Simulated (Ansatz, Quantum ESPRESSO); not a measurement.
# Work function of Al(111), 5 layers, one monolayer of Li on top sites, part 2 of 5

Wanted: work functions and the surface dipole of Al(111), 5 layers, one monolayer of Li on top sites at several levels, with their cost.

Quantum ESPRESSO 7.5; plane-wave DFT, PBE, GBRV ultrasoft pseudopotentials; geometry and cross-check by Ansatz 0.2.0 with PAW datasets.

So far. Step 2 (Relaxation with Ansatz): The relaxation lowers the energy by 10 meV an atom. Held were the atoms numbered 1, 2 and 3; the forces quoted are those on the free ones.

**3. SCF with pw.x**

A dipole correction (tefield, dipfield, eamp = 0) lets each face keep its own vacuum level; its ramp sits in the vacuum at emaxpos, and symmetry is switched off.

Level of this step: plane-wave DFT, PBE, GBRV ultrasoft pseudopotentials (Quantum ESPRESSO 7.5).

scf.in

```
&control
  prefix = 'scf'
  outdir = './out'
  pseudo_dir = './pseudo'
  calculation = 'scf'
  tprnfor = .true.
  tefield = .true.
  dipfield = .true.
/
&system
  ibrav = 0
  nat = 6
  ntyp = 2
  ecutwfc = 40
  ecutrho = 200
  occupations = 'smearing'
  smearing = 'mv'
  degauss = 0.02
  edir = 3
  emaxpos = 0.97
  eopreg = 0.04
  eamp = 0.0
/
&electrons
  conv_thr = 1e-07
  mixing_beta = 0.4
  electron_maxstep = 120
  mixing_mode = 'local-TF'
/
ATOMIC_SPECIES
  Al  26.9815  al_pbe_v1.uspp.F.UPF
  Li  6.9400  li_pbe_v1.4.uspp.F.UPF
CELL_PARAMETERS angstrom
  2.86378246382125 0.00000000000000 0.00000000000000
  1.43189123191063 2.48010836458159 0.00000000000000
  0.00000000000000 0.00000000000000 28.35307436090000
ATOMIC_POSITIONS crystal
  Al  0.666666666667 0.666666666667 0.292737214100
  Al  0.000000000000 0.000000000000 0.375206880700
  Al  0.333333333333 0.333333333333 0.457676547400
  Al  0.666666666667 0.666666666667 0.539341596052
  Al  0.000000000000 -0.000000000000 0.621341871367
  Li  0.000000000000 -0.000000000000 0.718544730803
K_POINTS automatic
  12 12 1 0 0 0
```

Run with:

```sh
> OMP_NUM_THREADS=1 mpirun -n 2 pw.x -nk 2 -in scf.in > scf.out
```

The log of the run:

```text
Program PWSCF v.7.5 starts
[citation notice left out]

     Parallel version (MPI & OpenMP), running on       2 processor cores
     Number of MPI processes:                 2
     Threads/MPI process:                     1

     MPI processes distributed on     1 nodes
[...]
Current dimensions of program PWSCF are:
     Max number of different atomic species (ntypx) = 10
     Max number of k-points (npk) =  40000
     Max angular momentum in pseudopotentials (lmaxx) =  4
     Presently no symmetry can be used with electric field

     K-points division:     npool     =       2
     Subspace diagonalization in iterative solution of the eigenvalue problem:
     a serial algorithm will be used

     G-vector sticks info
     --------------------
     sticks:   dense  smooth     PW     G-vecs:    dense   smooth      PW
     Sum         409     313    109                64777    46307    9271

     Using Slab Decomposition

     bravais-lattice index     =            0
     lattice parameter (alat)  =       5.4118  a.u.
     unit-cell volume          =    1358.9624 (a.u.)^3
     number of atoms/cell      =            6
     number of atomic types    =            2
     number of electrons       =        18.00
     number of Kohn-Sham states=           13
     kinetic-energy cutoff     =      40.0000  Ry
     charge density cutoff     =     200.0000  Ry
     scf convergence threshold =      1.0E-07
     mixing beta               =       0.4000
     number of iterations used =            8  local-TF  mixing
     Exchange-correlation=  SLA  PW   PBX  PBC
                           (   1   4   3   4   0   0   0)

     celldm(1)=   5.411765  celldm(2)=   0.000000  celldm(3)=   0.000000
     celldm(4)=   0.000000  celldm(5)=   0.000000  celldm(6)=   0.000000

     crystal axes: (cart. coord. in units of alat)
               a(1) = (   1.000000   0.000000   0.000000 )
               a(2) = (   0.500000   0.866025   0.000000 )
               a(3) = (   0.000000   0.000000   9.900568 )

     reciprocal axes: (cart. coord. in units 2 pi/alat)
               b(1) = (  1.000000 -0.577350  0.000000 )
               b(2) = (  0.000000  1.154701  0.000000 )
               b(3) = (  0.000000  0.000000  0.101004 )

     PseudoPot. # 1 for Al read from file:
     ./pseudo/al_pbe_v1.uspp.F.UPF
     Pseudo is Ultrasoft + core correction, Zval =  3.0
     Generated by new atomic code, or converted to UPF format
     Using radial grid of  893 points,  3 beta functions with:
                l(1) =   0
                l(2) =   1
                l(3) =   2
     Q(r) pseudized with  8 coefficients,  rinner =    0.900   0.900   0.900
                                                       0.900   0.900

     PseudoPot. # 2 for Li read from file:
     ./pseudo/li_pbe_v1.4.uspp.F.UPF
     Pseudo is Ultrasoft, Zval =  3.0
     Generated by new atomic code, or converted to UPF format
     Using radial grid of  751 points,  5 beta functions with:
                l(1) =   0
                l(2) =   0
                l(3) =   0
                l(4) =   1
                l(5) =   1
     Q(r) pseudized with 10 coefficients,  rinner =    1.150   1.150   1.150

     atomic species   valence    mass     pseudopotential
     Al                3.00    26.98150     Al( 1.00)
     Li                3.00     6.94000     Li( 1.00)

     No symmetry found

   Cartesian axes

     site n.     atom                  positions (alat units)
         1        Al     tau(   1) = (   1.0000000   0.5773503   2.8982648  )
         2        Al     tau(   2) = (   0.0000000   0.0000000   3.7147614  )
         3        Al     tau(   3) = (   0.5000000   0.2886751   4.5312580  )
         4        Al     tau(   4) = (   1.0000000   0.5773503   5.3397884  )
         5        Al     tau(   5) = (   0.0000000   0.0000000   6.1516377  )
         6        Li     tau(   6) = (   0.0000000   0.0000000   7.1140013  )

     number of k points=    74  Marzari-Vanderbilt smearing, width (Ry)=  0.0200
                       cart. coord. in units 2pi/alat
        k(    1) = (   0.0000000   0.0000000   0.0000000), wk =   0.0138889
        k(    2) = (   0.0000000   0.0962250   0.0000000), wk =   0.0277778
        k(    3) = (   0.0000000   0.1924501   0.0000000), wk =   0.0277778
        k(    4) = (   0.0000000   0.2886751   0.0000000), wk =   0.0277778
        k(    5) = (   0.0000000   0.3849002   0.0000000), wk =   0.0277778
        k(    6) = (   0.0000000   0.4811252   0.0000000), wk =   0.0277778
        k(    7) = (   0.0000000  -0.5773503   0.0000000), wk =   0.0138889
        k(    8) = (   0.0833333  -0.0481125   0.0000000), wk =   0.0277778
        k(    9) = (   0.0833333   0.0481125   0.0000000), wk =   0.0277778
        k(   10) = (   0.0833333   0.1443376   0.0000000), wk =   0.0277778
[...]
k(   74) = (  -0.5000000  -0.2886751   0.0000000), wk =   0.0138889

     Dense  grid:    64777 G-vectors     FFT dimensions: (  25,  25, 243)

     Smooth grid:    46307 G-vectors     FFT dimensions: (  24,  24, 216)

     Estimated max dynamical RAM per process >     125.95 MB

     Estimated total dynamical RAM >     236.08 MB

     Initial potential from superposition of free atoms

     starting charge      17.5369, renormalised to      18.0000

     negative rho (up, down):  1.522E-04 0.000E+00

     Adding external electric field

     Computed dipole along edir(3) :
        Dipole                5.3678 Ry au,         13.6436 Debye
        Dipole field          0.0496 Ry au,

        Potential amp.       -5.1062 Ry
        Total length         51.4364 bohr

     Starting wfcs are   25 randomized atomic wfcs

     total cpu time spent up to now is        3.5 secs

     per-process dynamical memory:    84.5 Mb

     Self-consistent Calculation

     iteration #  1     ecut=    40.00 Ry     beta= 0.40
     Davidson diagonalization with overlap
     ethr =  1.00E-02,  avg # of iterations = 15.3

     negative rho (up, down):  5.648E-01 0.000E+00

     Adding external electric field

     Computed dipole along edir(3) :
        Dipole              -15.9714 Ry au,        -40.5952 Debye
        Dipole field         -0.1477 Ry au,

        Potential amp.       15.1930 Ry
        Total length         51.4364 bohr

     total cpu time spent up to now is       13.9 secs

     total energy              =      41.98427090 Ry
     estimated scf accuracy    <    1366.03488218 Ry

     iteration #  2     ecut=    40.00 Ry     beta= 0.40
[...]
negative rho (up, down):  3.651E-01 0.000E+00

[...]
Dipole               -2.0020 Ry au,         -5.0885 Debye
[...]
total energy              =     -54.04215618 Ry
     estimated scf accuracy    <     102.79200170 Ry

     iteration # 12     ecut=    40.00 Ry     beta= 0.40
[...]
negative rho (up, down):  1.293E-01 0.000E+00

[...]
Dipole                0.5298 Ry au,          1.3466 Debye
[...]
total energy              =     -43.64936831 Ry
     estimated scf accuracy    <     297.50077646 Ry

[... 27 further iterations ...]
     iteration # 40     ecut=    40.00 Ry     beta= 0.40
[...]
negative rho (up, down):  7.997E-04 0.000E+00

[...]
Dipole                0.0017 Ry au,          0.0044 Debye
[...]
total energy              =     -47.94845835 Ry
     estimated scf accuracy    <       0.00034744 Ry

     iteration # 41     ecut=    40.00 Ry     beta= 0.40
[...]
negative rho (up, down):  1.334E-03 0.000E+00

[...]
Dipole                0.0113 Ry au,          0.0288 Debye
[...]
total energy              =     -47.94848741 Ry
     estimated scf accuracy    <       0.00036797 Ry

     iteration # 42     ecut=    40.00 Ry     beta= 0.40
[...]
negative rho (up, down):  9.560E-04 0.000E+00

[...]
Dipole                0.0103 Ry au,          0.0263 Debye
[...]
total energy              =     -47.94850623 Ry
     estimated scf accuracy    <       0.00006755 Ry

     iteration # 43     ecut=    40.00 Ry     beta= 0.40
[...]
negative rho (up, down):  5.430E-04 0.000E+00

[...]
Dipole                0.0108 Ry au,          0.0275 Debye
[...]
total energy              =     -47.94851650 Ry
     estimated scf accuracy    <       0.00002888 Ry

     iteration # 44     ecut=    40.00 Ry     beta= 0.40
[...]
negative rho (up, down):  3.290E-04 0.000E+00

[...]
Dipole                0.0114 Ry au,          0.0290 Debye
[...]
total energy              =     -47.94851484 Ry
     estimated scf accuracy    <       0.00000204 Ry

     iteration # 45     ecut=    40.00 Ry     beta= 0.40
[...]
negative rho (up, down):  2.532E-04 0.000E+00

[...]
Dipole                0.0099 Ry au,          0.0251 Debye
[...]
total energy              =     -47.94851374 Ry
     estimated scf accuracy    <       0.00001914 Ry

     iteration # 46     ecut=    40.00 Ry     beta= 0.40
[...]
negative rho (up, down):  1.591E-04 0.000E+00

[...]
Dipole                0.0106 Ry au,          0.0269 Debye
[...]
total energy              =     -47.94851325 Ry
     estimated scf accuracy    <       0.00003599 Ry

     iteration # 47     ecut=    40.00 Ry     beta= 0.40
[...]
negative rho (up, down):  1.475E-04 0.000E+00

[...]
Dipole                0.0106 Ry au,          0.0270 Debye
[...]
total energy              =     -47.94851346 Ry
     estimated scf accuracy    <       0.00000047 Ry

     iteration # 48     ecut=    40.00 Ry     beta= 0.40
[...]
negative rho (up, down):  1.483E-04 0.000E+00

[...]
Dipole                0.0104 Ry au,          0.0265 Debye
[...]
total energy              =     -47.94851345 Ry
     estimated scf accuracy    <       0.00000126 Ry

     iteration # 49     ecut=    40.00 Ry     beta= 0.40
[...]
negative rho (up, down):  1.510E-04 0.000E+00

[...]
Dipole                0.0092 Ry au,          0.0234 Debye
[...]
End of self-consistent calculation

          k = 0.0000 0.0000 0.0000 (  5891 PWs)   bands (ev):

   -45.4489  -9.4638  -8.7783  -7.6772  -6.1792  -4.3373  -2.4694  -0.5551
     0.5375   2.2925   4.1147   4.9656   5.7283

          k = 0.0000 0.0962 0.0000 (  5911 PWs)   bands (ev):

   -45.4473  -9.2968  -8.6119  -7.5117  -6.0151  -4.1751  -2.3150  -0.4179
     0.6856   2.4467   4.2613   5.1268   5.8875

          k = 0.0000 0.1925 0.0000 (  5863 PWs)   bands (ev):

   -45.4427  -8.7969  -8.1137  -7.0165  -5.5241  -3.6902  -1.8535  -0.0109
     1.1268   2.8983   4.6766   5.5905   6.2682

          k = 0.0000 0.2887 0.0000 (  5837 PWs)   bands (ev):

   -45.4365  -7.9669  -7.2868  -6.1949  -4.7104  -2.8895  -1.0909   0.6464
     1.8270   3.2852   3.9886   4.2921   5.2566

          k = 0.0000 0.3849 0.0000 (  5798 PWs)   bands (ev):

   -45.4303  -6.8122  -6.1368  -5.0531  -3.5826  -1.7945  -0.0718   0.8381
     1.4598   1.7614   2.5969   3.0423   4.0192

          k = 0.0000 0.4811 0.0000 (  5750 PWs)   bands (ev):

   -45.4258  -5.3407  -4.6724  -3.6039  -2.1804  -1.5043  -0.9529  -0.2515
     0.3837   1.3560   1.7223   2.5673   3.4807

[...]
the Fermi energy is     1.4649 ev

!    total energy              =     -47.94851349 Ry
     estimated scf accuracy    <       0.00000003 Ry
     smearing contrib. (-TS)   =      -0.00035185 Ry
     internal energy E=F+TS    =     -47.94816164 Ry

     The total energy is F=E-TS. E is the sum of the following terms:
     one-electron contribution =    -348.59980186 Ry
     hartree contribution      =     177.06433295 Ry
     xc contribution           =     -24.69671391 Ry
     ewald contribution        =     148.28402040 Ry
     electric field correction =       0.00000078 Ry

     convergence has been achieved in  49 iterations

     negative rho (up, down):  1.510E-04 0.000E+00

     Forces acting on atoms (cartesian axes, Ry/au):

     atom    1 type  1   force =     0.00000025    0.00000014   -0.00027343
     atom    2 type  1   force =    -0.00000002    0.00000013    0.00301032
     atom    3 type  1   force =     0.00000008    0.00000004   -0.00310284
     atom    4 type  1   force =     0.00000014    0.00000011   -0.00021538
     atom    5 type  1   force =     0.00000005    0.00000014    0.00015830
     atom    6 type  2   force =    -0.00000050   -0.00000056    0.00042303

     Total force =     0.004361     Total SCF correction =     0.000320

[...]
=------------------------------------------------------------------------------=
   JOB DONE.
=------------------------------------------------------------------------------=
[key lines of the parts left out:]
Dipole field          0.0001 Ry au,
```

Wall time 3.3 min (2 MPI ranks of AMD EPYC 7R43, shared host); peak memory 0.32 GiB; 6.5 min of CPU time.

This step gave:

```
free energy             : -652.3728 eV
Fermi energy            : 1.465 eV
dipole along the normal : 0.004872 e·Å
```

The run needed 49 iterations to bring the estimated error under 1e-07 Ry; the largest force on any atom, held or free, is 0.08 eV/Å.

**4. Electrostatic potential**

The vacuum level is read from the electrostatic potential (plot_num = 11), averaged over planes.

pot.in

```
&inputpp
  prefix = 'scf'
  outdir = './out'
  filplot = 'pot.dat'
  plot_num = 11
/
```

Run with:

```sh
> OMP_NUM_THREADS=1 mpirun -n 2 pp.x -in pot.in > pot.out
```

The log of the run:

```text
[banner, memory and clock lines left out]
Program POST-PROC v.7.5 starts

          URL

     ./out/scf.save/

     IMPORTANT: XC functional enforced from input :
     Exchange-correlation= PBE
                           (   1   4   3   4   0   0   0)
     Any further DFT definition will be discarded
     Please, verify this is what you really want

     negative rho (up, down):  1.510E-04 0.000E+00

     Adding external electric field

     Computed dipole along edir(3) :
        Dipole                0.0092 Ry au,          0.0234 Debye
        Dipole field          0.0001 Ry au,

        Potential amp.       -0.0088 Ry
        Total length         51.4364 bohr

     Calling punch_plot, plot_num =  11

     Adding external electric field

     Computed dipole along edir(3) :
        Dipole                0.0092 Ry au,          0.0234 Debye
        Dipole field          0.0001 Ry au,

        Potential amp.       -0.0088 Ry
        Total length         51.4364 bohr

     Writing data to file  pot.dat
     Message from routine chdens:
     namelist plot not found or invalid, exiting
```

Wall time 1.3 s (2 MPI ranks); peak memory 0.09 GiB.

This step gave:

```
work function of the upper face                                       : 3.918 eV
slope of the potential above                                          : 8.37e-4 eV/Å
upper vacuum line continued to the top atoms, over the Fermi level    : 3.913 eV
work function of the lower face                                       : 4.042 eV
slope of the potential below                                          : -1.86e-4 eV/Å
lower vacuum line continued to the bottom atoms, over the Fermi level : 4.041 eV
```

The potential energy, planar mean oscillates, so the rows of the table below give means over windows of 2.33 Å about each position, cut where the curve ends. Its maxima inside the range that stand out by 2 % of the span (Å: eV): 9.5: -0.498, 11.8: -0.478, 14.1: -0.610, 16.5: -0.541, 19.1: 2.05. Its minima: 8.3: -14.2, 10.6: -14.3, 13.0: -14.2, 15.3: -14.2, 17.6: -14.2, 20.4: -3.98.

Electrostatic potential energy of an electron, with the sawtooth; zero at the Fermi level. Potential energy, planar mean against z; means over each step:

```tsv
z (Å)	potential energy, planar mean (eV)
1.17	4.04
3.50	4.04
5.83	3.69
8.16	-6.48
10.48	-6.79
12.82	-6.79
15.14	-6.80
17.48	-6.69
19.80	-0.919
22.13	2.64
24.46	3.91
26.80	3.92
```

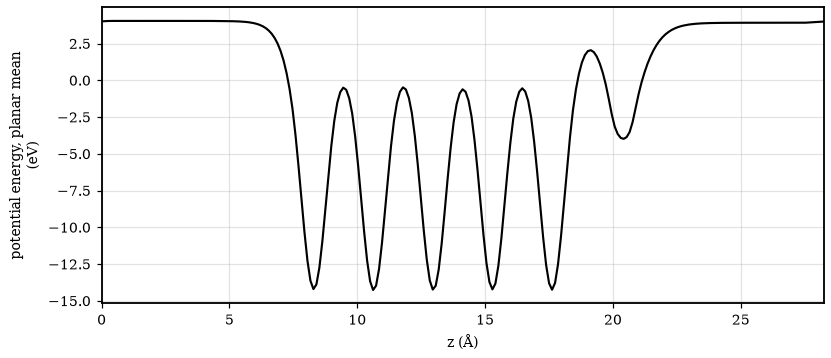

Potential energy, planar mean, plotted against z.

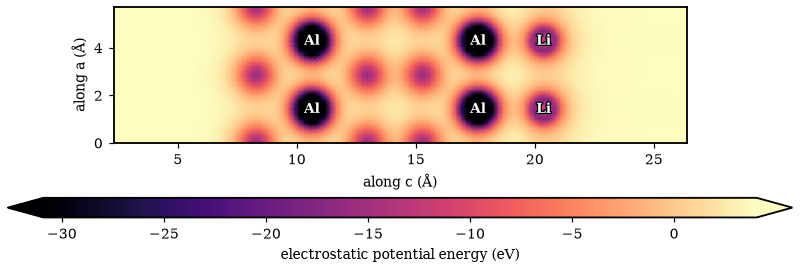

Electrostatic potential energy in the ca plane at fractional y = 0.000, with atoms of Al and Li within 0.2 Å of it. With pseudopotentials it is smooth inside the atoms' cores, unlike the true potential. The map starts off the cell's origin, so that atoms lie inside it. The far vacuum is left out of the map.

The vacuum is flat to 0.8 meV/Å, so its level is well defined. Inside the slab the curve depends on the local part of the pseudopotentials; only the vacuum level has a meaning of its own.

**5. Macroscopic average**

average.x takes the planar mean and smooths it over a window of one repeat.

avg.in

```
1
pot.dat
1.0
485
3
4.4186872413
```

Run with:

```sh
> OMP_NUM_THREADS=1 average.x < avg.in > avg.out
```

The log of the run:

```text
[banner, memory and clock lines left out]
Program AVERAGE v.7.5 starts

          URL

     Reading header from file  pot.dat
     Reading data from file  pot.dat
     Output written to file avg.dat

[...]
```

It took 1.3 s on 1 MPI rank; peak memory 0.1 GiB.

Numbers from this step:

```
average.x's running mean inside the slab, on the run's own zero                  : -5.305 eV
mean potential by an exact Fourier window inside the slab, on the run's own zero : -5.305 eV
```

The potential energy (planar mean) oscillates, so the rows of the table below give means over windows of 2.34 Å about each position, cut where the curve ends. Its maxima inside the range that stand out by 2 % of the span (Å: eV): 9.5: -0.545, 11.8: -0.521, 14.1: -0.640, 16.4: -0.554, 19.1: 2.03. Its minima: 8.3: -14.2, 10.6: -14.3, 13.0: -14.3, 15.3: -14.2, 17.6: -14.2, 20.4: -3.98.

Electrostatic potential energy of an electron, with the sawtooth; zero at the Fermi level; window 2.3383 Å. Potential energy against z; means over each step:

```tsv
z (Å)	planar mean (eV)	running mean (eV)
1.17	4.04	4.03
3.51	4.04	4.04
5.85	3.67	3.07
8.19	-6.50	-5.61
10.53	-6.76	-6.77
12.87	-6.77	-6.80
15.21	-6.77	-6.82
17.55	-6.62	-6.13
19.89	-0.965	-1.16
22.23	2.83	2.36
24.57	3.91	3.90
26.91	3.93	3.93
```

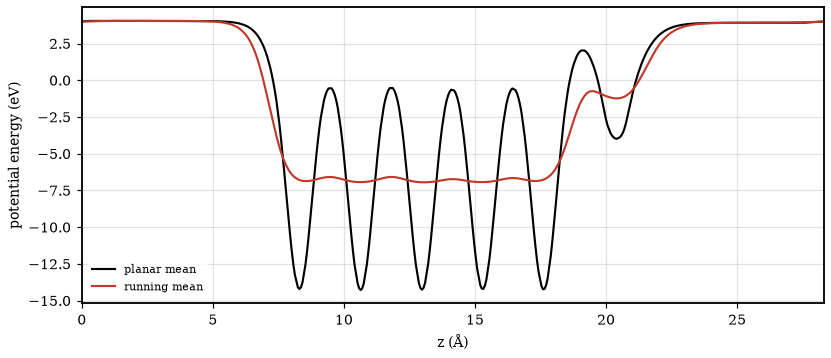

Potential energy against z.

Where the running mean is not flat inside, average.x's window, rounded to the grid, doesn't match the spacings there.

**6. Valence density**

plot_num = 0 writes the valence density.

rho.in

```
&inputpp
  prefix = 'scf'
  outdir = './out'
  filplot = 'rho.dat'
  plot_num = 0
/
```

Run with:

```sh
> OMP_NUM_THREADS=1 mpirun -n 2 pp.x -in rho.in > rho.out
```

The log of the run:

```text
[banner, memory and clock lines left out]
Program POST-PROC v.7.5 starts

          URL

     ./out/scf.save/

     IMPORTANT: XC functional enforced from input :
     Exchange-correlation= PBE
                           (   1   4   3   4   0   0   0)
     Any further DFT definition will be discarded
     Please, verify this is what you really want

     negative rho (up, down):  1.510E-04 0.000E+00

     Adding external electric field

     Computed dipole along edir(3) :
        Dipole                0.0092 Ry au,          0.0234 Debye
        Dipole field          0.0001 Ry au,

        Potential amp.       -0.0088 Ry
        Total length         51.4364 bohr

     Calling punch_plot, plot_num =   0
     Writing data to file  rho.dat
     Message from routine chdens:
     namelist plot not found or invalid, exiting
```

It took 1.3 s on 2 MPI ranks; peak memory 0.1 GiB.

Numbers from this step:

```
electrons by integration : 18.00 e
```

Mean over planes. Valence density, planar mean against z:

```tsv
z (Å)	valence density, planar mean (e/Å³)
4	4.0e-5
6	0.00601
8	0.174
10	0.183
12	0.178
14	0.180
16	0.183
18	0.164
20	0.151
22	0.0162
24	3.6e-4
26	4.2e-6
```

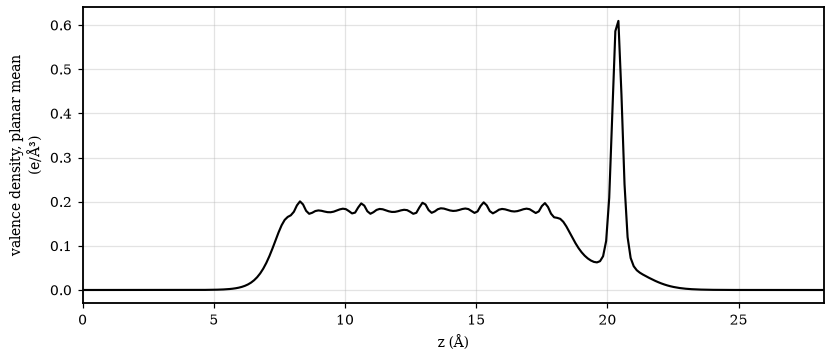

Valence density, planar mean, plotted against z.

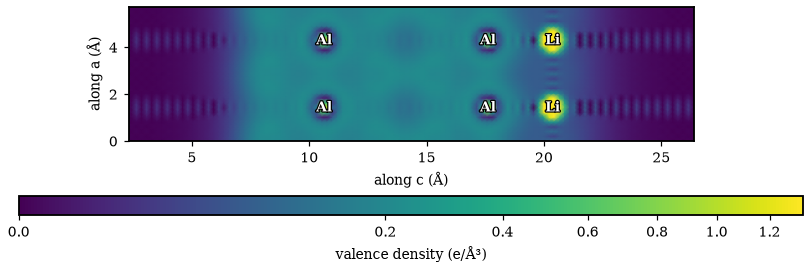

Valence density in the ca plane at fractional y = 0.000, with atoms of Al and Li within 0.2 Å of it. It is the smooth field of the valence electrons, not physical close to the nuclei. The map starts off the cell's origin, so that atoms lie inside it. The colour scale is stretched toward low values. The far vacuum is left out of the map.

The density integrates to 18.000 electrons, as the 18 of the input ask.

(Part 2 of 5 ends here.)

[Logs are printed without paths, hosts, clocks, repeated set-up lines and the standing remarks that a program may print on its own settings, such as how far it seeks lower states.]

[Hosts, paths, dates, database ids (printed as entryN), source tags and the programs' standing remarks are cut or masked in the printed files.]

[Maps of the electrostatic potential energy from Ansatz leave out the sawtooth potential of an applied field or a dipole correction, so their vacuum need not be flat; planar profiles and work functions include it.]
